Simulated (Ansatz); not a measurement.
**AlBGeH (quartet): one geometry, many settings**

Aim: run AlBGeH (quartet) at one geometry under a spread of methods and options, and see what each costs and gives.

The runs use Ansatz 0.2.0, Gaussian basis; the settings change from run to run.

18 further runs of the same task are left out: 7 that didn't finish, 11 set aside as unsound or not needed.

**1. What is computed**

The geometry is a PBE0/def2-TZVP stationary point (not a proven minimum) of the parent state, kept for this charge and spin. No spin-orbit coupling is included. The filled d shell of Ge may be among the frozen orbitals whatever the setting's name suggests; the logs give the count.

4 atoms, charge 0, spin multiplicity 4.

Atoms are counted from 1 here; the program's logs count them from 0.

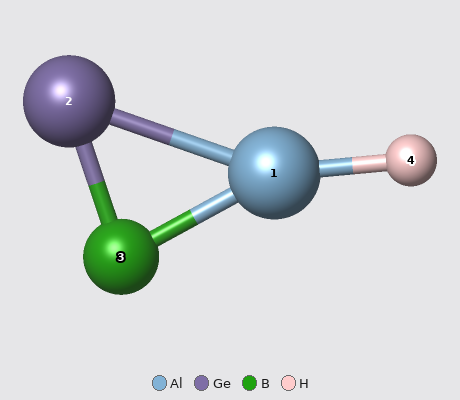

The structure; aluminium light blue, germanium purple, boron green, hydrogen pink; atoms are numbered from 1 in the order of the file.

As a file:

```
Al    0.0000   -0.1517    1.7500
Ge    0.0000   -0.1342   -0.7557
B     0.0000    1.3569    0.4128
H     0.0000   -0.8221    3.1838
```

**2. HF/cc-pVDZ**

File in.yaml:

```yaml
crystal:
  periodic: [false, false, false]
  atoms:
    - {symbol: Al, position_ang: [0.000000, -0.151695, 1.750022]}
    - {symbol: Ge, position_ang: [0.000000, -0.134195, -0.755651]}
    - {symbol: B, position_ang: [0.000000, 1.356911, 0.412828]}
    - {symbol: H, position_ang: [0.000000, -0.822105, 3.183825]}
basis:
  gaussian: {orbitals: cc-pVDZ}
magnetization: {spin_polarized: true, initial_magnetization: 3}
hamiltonian: {xc: hf}
scf: {lower_state_search: full}
output: {forces: true, orbitals: {seedname: orbitals}}
```

Started as:

```
> ansatz run in.yaml --threads 1 --pin off --events-out ev --progress --plain --max-ram 2393MiB
```

The log of the run, shortened:

```text
Functional definition: HF
  name "HF"
  cite "Fock, Z. Phys. 61, 126 (1930) doi:10.1007/BF01340294"
  parent pbe
[...]
686 factors; integrals over basis functions are off by at most 6.9e-4 eV
[...]
mean field -63738.98184777 eV, -2342.3643790719 hartree, gradient 1.6e-5 eV, S^2 3.792146; 8 other end points of the search recorded, 0 dependent functions left out
[...]
reference -63738.98184777 eV, -2342.3643790719 hartree; 27, 24 occupied and 37, 40 virtual orbitals, 686 factors
Total energy: -63738.98184777 eV, -2342.3643790719 hartree
Atom 0 at     0.000000    -0.151695     1.750022 Å, force     0.000000    -1.801610     0.977120 eV/Å
Atom 1 at     0.000000    -0.134195    -0.755651 Å, force    -0.000000    -2.181039    -1.456308 eV/Å
Atom 2 at     0.000000     1.356911     0.412828 Å, force    -0.000000     3.793195     0.464021 eV/Å
Atom 3 at     0.000000    -0.822105     3.183825 Å, force     0.000000     0.189454     0.015167 eV/Å
Dipole moment:     0.000000    -0.112567     0.212566 e Å
```

Wall time 7.5 s (1 thread of Arm Neoverse V1, shared host).

From the report: ⟨S²⟩ of the determinant 3.792 (pure quartet: 3.75).

**3. CCSD/6-31G**

Changes to in.yaml since step 2:

```diff
@@ -8,6 +8,7 @@
 basis:
-  gaussian: {orbitals: cc-pVDZ}
+  gaussian: {orbitals: 6-31G, point_charges: [{charge: 0.50, position_ang: [4.540, 0.838, 0.806]}]}
 magnetization: {spin_polarized: true, initial_magnetization: 3}
-hamiltonian: {xc: hf}
+hamiltonian: {xc: {name: PBE}}
+correlation: {method: ccsd, electrons: valence}
+accuracy: high
 scf: {lower_state_search: full}
-output: {forces: true, orbitals: {seedname: orbitals}}
```

Launched as before.

The log of the run, shortened:

```text
Functional definition: PBE
  name "PBE"
  cite "Perdew, Burke & Ernzerhof, Phys. Rev. Lett. 77, 3865 (1996) doi:10.1103/PhysRevLett.77.3865"
  parent pbe
[...]
1025 factors; integrals over basis functions are off by at most 4.6e-9 eV
[...]
mean field -63778.57740595 eV, -2343.8194889962 hartree, gradient 2.1e-8 eV, S^2 3.754510; 15 other end points of the search recorded, 0 dependent functions left out
15 core orbitals not correlated: weight in the atoms' cores, before any rotation towards them, 1.000 or more for the frozen orbitals, at most 0.000 for the correlated occupied ones
reference -63728.50110683 eV, -2341.9792189463 hartree; 12, 9 occupied and 26, 29 virtual orbitals, 1025 factors
second order -7.72919037 eV of doubles, -0.36759358 eV of singles
cycle   1  -7.80878544 eV  change    2.8e-1 eV  update   7.9e-2
[...]
cycle  35  -8.14764834 eV  change   7.0e-10 eV  update   2.4e-9
Total energy: -63736.64875517 eV, -2342.2786395003 hartree
```

Run time: 35 s. Hardware: 1 thread of Arm Neoverse V1, shared host.

From the report: ⟨S²⟩ of the determinant 3.755 (pure quartet: 3.75); correlation -8.1476 eV; T1 0.017; largest double amplitude 0.06. The orbitals are Kohn-Sham ones, so correlation energy and T1 don't compare with those on Hartree-Fock orbitals.

**4. CCSD(T) on ROHF/cc-pVDZ**

File in.yaml:

```yaml
crystal:
  periodic: [false, false, false]
  atoms:
    - {symbol: Al, position_ang: [0.000000, -0.151695, 1.750022]}
    - {symbol: Ge, position_ang: [0.000000, -0.134195, -0.755651]}
    - {symbol: B, position_ang: [0.000000, 1.356911, 0.412828]}
    - {symbol: H, position_ang: [0.000000, -0.822105, 3.183825]}
basis:
  gaussian: {orbitals: cc-pVDZ}
magnetization: {spin_polarized: false, initial_magnetization: 3}
correlation: {method: ccsd_t, electrons: valence}
output: {forces: true}
```

Launched as before.

The log of the run, shortened:

```text
Functional definition: HF
  name "HF"
  cite "Fock, Z. Phys. 61, 126 (1930) doi:10.1007/BF01340294"
  parent pbe
[...]
686 factors; integrals over basis functions are off by at most 6.9e-4 eV
[...]
mean field -63738.80558325 eV, -2342.3579014704 hartree, gradient 2.6e-6 eV, S^2 3.750000; 17 other end points of the search recorded, 0 dependent functions left out
[...]
determinant -63738.80558325 eV, -2342.3579014704 hartree, with singles and doubles -63745.26503461 eV, -2342.5952819292 hartree
determinant -63738.10810612 eV, -2342.3322696586 hartree, with singles and doubles -63744.63447996 eV, -2342.5721094734 hartree
determinant -63737.51221813 eV, -2342.3103711789 hartree, with singles and doubles -63744.24310498 eV, -2342.5577267082 hartree
determinant -63737.33397209 eV, -2342.3038207578 hartree, with singles and doubles -63743.61643845 eV, -2342.5346971380 hartree
[...]
15 core orbitals not correlated: weight in the atoms' cores, before any rotation towards them, 1.000 or more for the frozen orbitals, at most 0.000 for the correlated occupied ones
reference -63738.80558325 eV, -2342.3579014704 hartree; 12, 9 occupied and 37, 40 virtual orbitals, 686 factors
second order -5.49150822 eV of doubles, -0.08959389 eV of singles
cycle   1  -6.45882957 eV  change    6.2e-4 eV  update   3.8e-3
[...]
cycle  14  -6.46178274 eV  change   -5.1e-8 eV  update   2.2e-7
perturbative correction -0.33635062 eV, -0.0123606573 hartree
[...]
Total energy: -63745.60371662 eV, -2342.6077282636 hartree
Atom 0 at     0.000000    -0.151695     1.750022 Å, force    -0.000000    -1.851266     0.974322 eV/Å
Atom 1 at     0.000000    -0.134195    -0.755651 Å, force    -0.000000    -2.591510    -1.740614 eV/Å
Atom 2 at     0.000000     1.356911     0.412828 Å, force     0.000000     4.321584     0.657470 eV/Å
Atom 3 at     0.000000    -0.822105     3.183825 Å, force     0.000000     0.121193     0.108822 eV/Å
Dipole moment:     0.000000    -0.196100     0.150077 e Å
```

Wall time 51 s (1 thread of Arm Neoverse V1, shared host); peak memory 0.28 GiB.

From the report: correlation -6.7981 eV; T1 0.028; largest double amplitude 0.06.

**5. CCSD(T) on ROHF/cc-pVDZ**

Changes to in.yaml since step 4:

```diff
@@ -10,3 +10,5 @@
 magnetization: {spin_polarized: false, initial_magnetization: 3}
-correlation: {method: ccsd_t, electrons: valence}
+hamiltonian: {pseudopotentials: {relativity: scalar}}
+correlation: {method: ccsd_t, electrons: outside_noble_gas, diis_vectors: 1}
+accuracy: high
 output: {forces: true}
```

Same command.

The log of the run, shortened:

```text
Functional definition: HF
  name "HF"
  cite "Fock, Z. Phys. 61, 126 (1930) doi:10.1007/BF01340294"
  parent pbe
[...]
1355 factors; integrals over basis functions are off by at most 4.4e-9 eV
[...]
mean field -64215.51591232 eV, -2359.8766829376 hartree, gradient 3.0e-8 eV, S^2 3.750000; 17 other end points of the search recorded, 0 dependent functions left out
[...]
determinant -64215.51591232 eV, -2359.8766829376 hartree, with singles and doubles -64221.47235453 eV, -2360.0955781517 hartree
determinant -64214.81806758 eV, -2359.8510376166 hartree, with singles and doubles -64220.83983174 eV, -2360.0723333678 hartree
determinant -64214.22644012 eV, -2359.8292957083 hartree, with singles and doubles -64220.44652588 eV, -2360.0578796440 hartree
determinant -64214.05797412 eV, -2359.8231046973 hartree, with singles and doubles -64219.83383555 eV, -2360.0353636898 hartree
[...]
reference -64215.51591232 eV, -2359.8766829376 hartree; 7, 4 occupied and 37, 40 virtual orbitals, 1355 factors
second order -4.96323101 eV of doubles, -0.08694190 eV of singles
cycle   1  -5.95636619 eV  change    7.6e-5 eV  update   3.7e-3
[...]
cycle  39  -5.95909795 eV  change   6.7e-10 eV  update   1.3e-9
perturbative correction -0.30366084 eV, -0.0111593301 hartree
[...]
Total energy: -64221.77867111 eV, -2360.1068350782 hartree
Relativity: scalar
Atom 0 at     0.000000    -0.151695     1.750022 Å, force    -0.000000    -1.844138     0.992195 eV/Å
Atom 1 at     0.000000    -0.134195    -0.755651 Å, force    -0.000000    -2.586145    -1.762630 eV/Å
Atom 2 at     0.000000     1.356911     0.412828 Å, force     0.000000     4.304259     0.666564 eV/Å
Atom 3 at     0.000000    -0.822105     3.183825 Å, force     0.000000     0.126024     0.103872 eV/Å
Dipole moment:    -0.000000    -0.197706     0.137749 e Å
```

Run time: 61 s. Hardware: 1 thread of Arm Neoverse V1, shared host; peak memory 0.37 GiB.

From the report: correlation -6.2628 eV; T1 0.038; largest double amplitude 0.06.

**6. BCCD(T) on ROHF/cc-pVDZ**

Changes to in.yaml since step 5:

```diff
@@ -10,5 +10,3 @@
 magnetization: {spin_polarized: false, initial_magnetization: 3}
-hamiltonian: {pseudopotentials: {relativity: scalar}}
-correlation: {method: ccsd_t, electrons: outside_noble_gas, diis_vectors: 1}
+correlation: {method: bccd_t, electrons: outside_noble_gas, diis_vectors: 12}
 accuracy: high
-output: {forces: true}
```

Same command.

The log of the run, shortened:

```text
Functional definition: HF
  name "HF"
  cite "Fock, Z. Phys. 61, 126 (1930) doi:10.1007/BF01340294"
  parent pbe
[...]
1352 factors; integrals over basis functions are off by at most 4.4e-9 eV
[...]
mean field -63738.80567678 eV, -2342.3579049075 hartree, gradient 3.9e-8 eV, S^2 3.750000; 17 other end points of the search recorded, 0 dependent functions left out
[...]
determinant -63738.80567678 eV, -2342.3579049075 hartree, with singles and doubles -63744.76151466 eV, -2342.5767779124 hartree
determinant -63738.10820814 eV, -2342.3322734079 hartree, with singles and doubles -63744.13099940 eV, -2342.5536069040 hartree
determinant -63737.51230760 eV, -2342.3103744668 hartree, with singles and doubles -63743.73363108 eV, -2342.5390038878 hartree
determinant -63737.33407078 eV, -2342.3038243845 hartree, with singles and doubles -63743.11131023 eV, -2342.5161340184 hartree
determinant -63736.04361370 eV, -2342.2564009615 hartree, with singles and doubles -63742.52191390 eV, -2342.4944741027 hartree
determinant -63735.75777840 eV, -2342.2458967079 hartree, with singles and doubles -63742.21222427 eV, -2342.4830932187 hartree
20 core orbitals not correlated: weight in the atoms' cores, before any rotation towards them, 0.999 or more for the frozen orbitals, at most 0.001 for the correlated occupied ones
reference -63738.80567678 eV, -2342.3579049075 hartree; 7, 4 occupied and 37, 40 virtual orbitals, 1352 factors
second order -4.96065178 eV of doubles, -0.08695601 eV of singles
cycle   1  -5.95238157 eV  change    3.5e-3 eV  update   1.3e-2
[...]
cycle  27  -5.94954757 eV  change  -4.2e-11 eV  update  6.6e-10
perturbative correction -0.31492636 eV, -0.0115733301 hartree
Total energy: -63745.07015071 eV, -2342.5881200782 hartree
```

It took 48 s on 1 thread of Arm Neoverse V1, shared host; peak memory 0.29 GiB.

From the report: correlation -6.2645 eV; largest double amplitude 0.06.

**7. All runs side by side**

Where basis and cores are those of an earlier UCCSDT(Q)/cc-pVDZ run (-63745.1483 eV), and the state is the same kind, the miss against it is given.

```
                                              level         correlated  functions  energy (eV)  from UCCSDT(Q) (meV)   time
                                         HF/cc-pVDZ                            64  -63738.9818                6166.4  7.5 s
CCSD/6-31G (beside a point charge, on PBE orbitals)            valence         53  -63736.6488                         35 s
                            CCSD(T) on ROHF/cc-pVDZ            valence         64  -63745.6037                         51 s
           CCSD(T) on ROHF/cc-pVDZ (relativity set)  outside noble gas         64  -64221.7787                         61 s
                            BCCD(T) on ROHF/cc-pVDZ  outside noble gas         64  -63745.0702                  78.1   48 s
```

**8. Results**

| quantity | value |
| --- | --- |
| runs | 5 |
| quickest | HF/cc-pVDZ, 7.5 s |
| slowest | CCSD(T) on ROHF/cc-pVDZ (relativity set), 61 s |

**Reading.** Total energies in different bases, with other cores or another treatment of relativity can't be set against each other. CCSD(T) on ROHF/cc-pVDZ (relativity set) took 8 times as long as HF/cc-pVDZ; the jobs differ in more than the method. Hartree-Fock, CASSCF and CASCI lack dynamic correlation by design.
